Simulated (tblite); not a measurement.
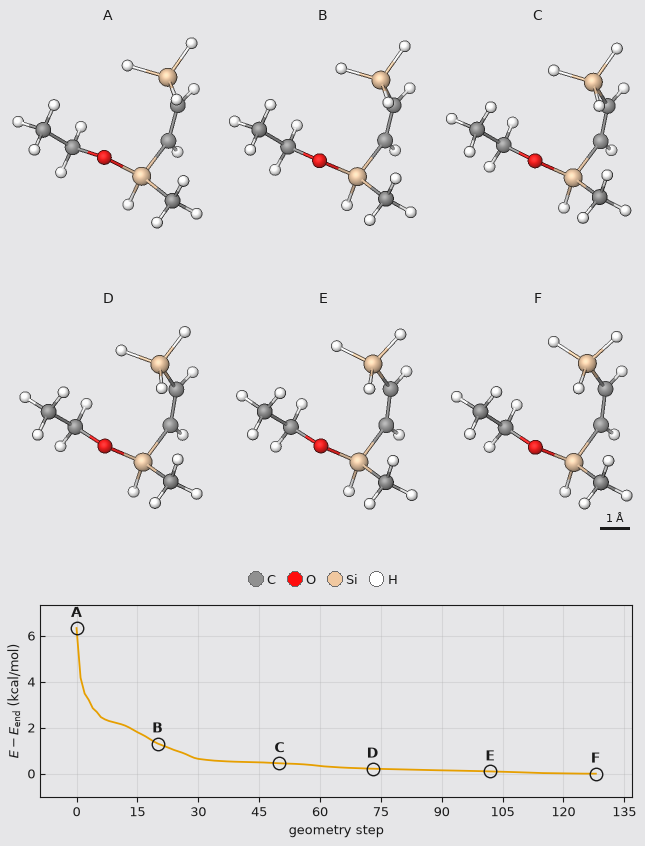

Frames of a relaxation of C5H14OSi2, marked on the history of the run. The picture is a ball-and-stick view, seen face on.

Computed with GFN2-xTB geometry optimisation, gas phase in tblite 0.8.0. 

### Describe the path.

After 128 geometry steps the energy has fallen by 6.34 kcal/mol. An H atom moves most after the best rigid fit: 1.04 Å. By element the largest moves are H 1.04 Å, Si 0.41 Å, C 0.34 Å, O 0.32 Å. Near-neighbour distances that change, for instance: C–Si 1.840 → 1.893 Å, C–O 1.444 → 1.400 Å, O–Si 1.664 → 1.625 Å, H–Si 1.488 → 1.459 Å. Bond angles that change, for instance: C–O–Si 117.9° → 128.8°, O–Si–C 111.2° → 103.0°, C–Si–H 108.0° → 111.7°. Groups turn about C–Si by about 25°, O–Si by about 20°. From step 0 to 20: an H atom moves most (0.18 Å), energy −5.02 kcal/mol. From step 20 to 50: an H atom moves most (0.24 Å), energy −0.86 kcal/mol. From step 50 to 73: an H atom moves most (0.27 Å), energy −0.24 kcal/mol. From step 73 to 102: an H atom moves most (0.27 Å), energy −0.12 kcal/mol. From step 102 to 128: an H atom moves most (0.21 Å), energy −0.10 kcal/mol.

| step | E − E(0), kcal/mol |
| --- | --- |
| 0 | 0.00 |
| 1 | -2.16 |
| 2 | -2.85 |
| 3 | -3.12 |
| 4 | -3.49 |
| 5 | -3.65 |
| 6 | -3.88 |
| 7 | -3.97 |
| 8 | -4.04 |
| 9 | -4.09 |
| 10 | -4.14 |
| 16 | -4.62 |
| 22 | -5.16 |
| 29 | -5.65 |
| 35 | -5.78 |
| 41 | -5.82 |
| 47 | -5.86 |
| 53 | -5.90 |
| 60 | -6.00 |
| 66 | -6.08 |
| 72 | -6.12 |
| 78 | -6.14 |
| 85 | -6.17 |
| 91 | -6.19 |
| 97 | -6.21 |
| 103 | -6.25 |
| 109 | -6.28 |
| 116 | -6.31 |
| 122 | -6.33 |
| 128 | -6.34 |
